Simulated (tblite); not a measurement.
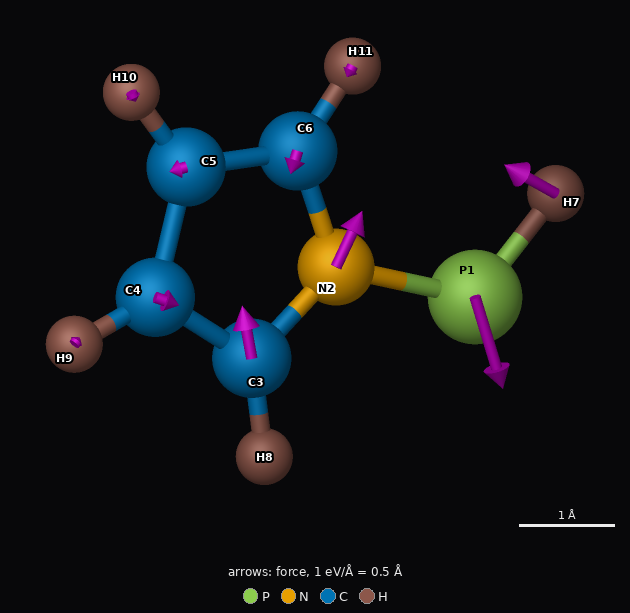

Starting geometry of C$_{4}$H$_{5}$NP (charge −1) with the computed forces as purple arrows. The picture is a ball-and-stick view, seen at a tilt.

These are results of tblite, GFN2-xTB geometry optimisation, gas phase, not measurements. 

> What follows when this structure is relaxed?

It isn't relaxed: the largest force vector, on P1, is 2.13 eV/Å. The final displacements follow the starting forces only in part (cosine between the two patterns 0.56). After 23 geometry steps the energy has fallen by 55.2 kJ/mol. H7 moves most after the best rigid fit: 0.52 Å. By element the largest moves are H 0.52 Å, P 0.12 Å, C 0.08 Å, N 0.06 Å. Near-neighbour distances that change, for instance: P1–H7 1.422 → 1.379 Å, C3–C4 1.393 → 1.376 Å, P1–N2 1.761 → 1.748 Å, N2–C6 1.366 → 1.355 Å. Bond angles that change, for instance: N2–P1–H7 118.9° → 91.8°, P1–N2–C6 125.5° → 128.4°, N2–C3–C4 107.2° → 109.3°.
